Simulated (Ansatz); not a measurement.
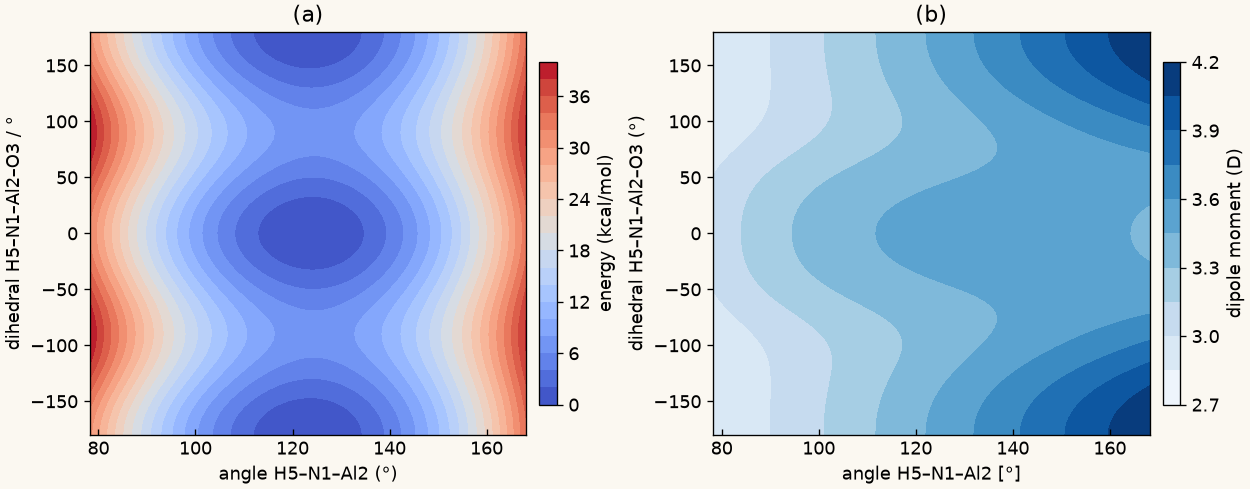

AlFH₃NO, SMILES [NH2][Al]([OH])[F]. First axis: angle H5–N1–Al2. Second axis: dihedral H5–N1–Al2–O3. Nothing is relaxed (all other coordinates rigid). Grid: 15 × 15 points; 182 points were computed and 43 follow by symmetry. Energies are in kcal/mol, from the lowest grid point. Theory: Ansatz, RKS SPW92 (LDA)/def2-TZVP.

Panel (a) is the energy and panel (b) the computed dipole moment on the same grid.

In the figure: filled contours. Between grid points the surface is interpolated.

**How does the dipole moment vary over the map, and what is it at the lowest grid point?**

Leaving out the highest fifth of the energies, it runs from 2.93 D at angle H5–N1–Al2 = 84.6°, dihedral H5–N1–Al2–O3 = −180° to 4.09 D at angle H5–N1–Al2 = 161.8°, dihedral H5–N1–Al2–O3 = −180°. At the lowest grid point, angle H5–N1–Al2 = 123.2°, dihedral H5–N1–Al2–O3 = −180°, it is 3.47 D.
